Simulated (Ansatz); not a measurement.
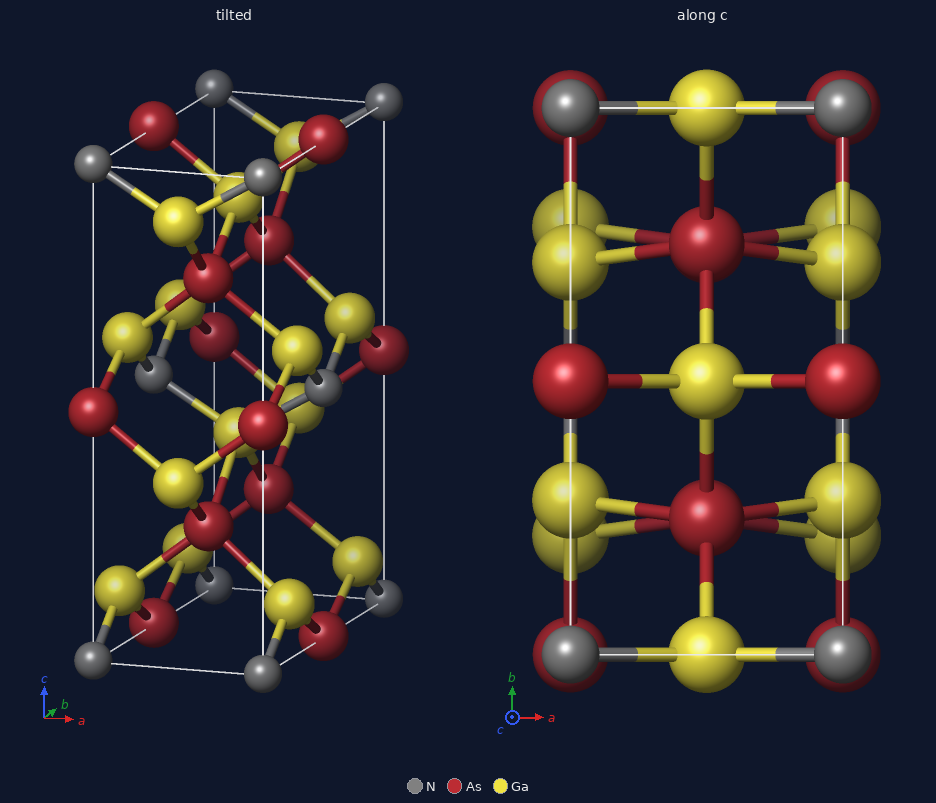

Drawn in the ball-and-stick manner and seen slightly off an axis and along the c axis. Thin lines show the conventional unit cell, with boundary atoms drawn in all their periodic places.

Ga$_{4}$As$_{3}$N, space group Amm2 (No. 38), a = 3.809 Å, b = 7.648 Å, c = 10.772 Å, α = 90.00°, β = 90.00°, γ = 90.00°. The cell started as a structure type filled with these elements by a generator (whether the compound takes this form wasn't checked). Earlier steps of the study, as a rule a relaxation of our own, may have changed the cell and positions, so they can lie some per cent off the listed ones. It went into a calculation with Ansatz.

This one geometry was computed with Ansatz (DFT, plane waves, PAW) at three levels of theory: PBE, PBE with spin-orbit coupling and r2SCAN. It was relaxed beforehand with r2SCAN.

Q: Which level gives the highest pressure at this volume, and what does that say about its equilibrium volume?

A: Highest: PBE (3.2 GPa) and PBE with spin-orbit coupling (3.2 GPa), which points to the largest equilibrium volume. Lowest, with the smallest volume: r2SCAN (0.0 GPa). Levels within 0.5 GPa of each other can't be told apart.

Q: How does the band gap change with the level of theory?

A: All levels give a metal, though semilocal functionals underestimate gaps and can close a small one.

Q: Collect the results in a table.

A:
| level | cutoff (eV) | k-mesh of the run's cell | gap (eV) | pressure (GPa) |
| --- | --- | --- | --- | --- |
| PBE | 420 | 6×4×4 | metal | 3.2 |
| PBE with spin-orbit coupling | 420 | 6×4×4 | metal | 3.2 |
| r2SCAN | 500 | 6×4×4 | metal | 0.0 |

Gaps are taken on the k-mesh or band path of each run.
